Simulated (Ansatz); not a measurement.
| atom | x (Å) | y (Å) | z (Å) |
| --- | --- | --- | --- |
| Ga | 0.3946 | -0.5248 | -1.3796 |
| O | 0.8933 | 0.1566 | 0.9292 |
| H | 0.0893 | 0.0508 | 1.4756 |
| H | 1.5606 | -0.4305 | 1.3333 |
| C | -1.5506 | 0.0371 | -0.8902 |
| H | -1.9879 | -0.6486 | -0.1388 |
| H | -1.5901 | 1.0585 | -0.4692 |
| H | -2.2255 | 0.0196 | -1.7627 |

Method: RKS PBE/def2-mTZVP (Ansatz 0.2.0).

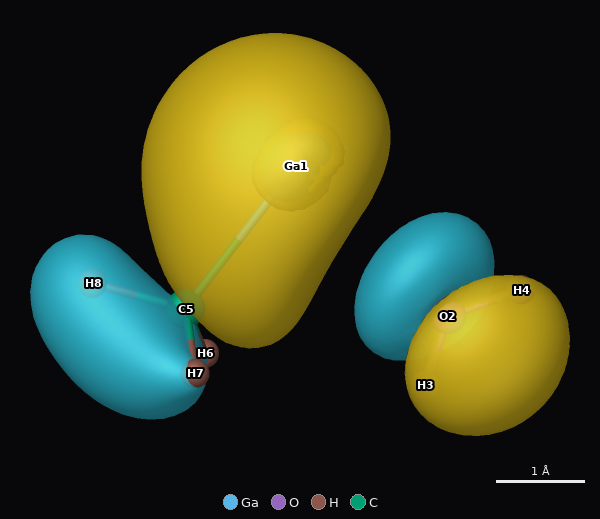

CH3Ga···H2O. The HOMO−1 at ±0.08 Å⁻³ᐟ² (yellow and cyan are the two phases), seen at a tilt.

Describe this orbital and give its energy.

It lies mainly on Ga1 (about 35 %), O2 (about 35 %) and C5 (about 20 %). Its energy is −7.58 eV.
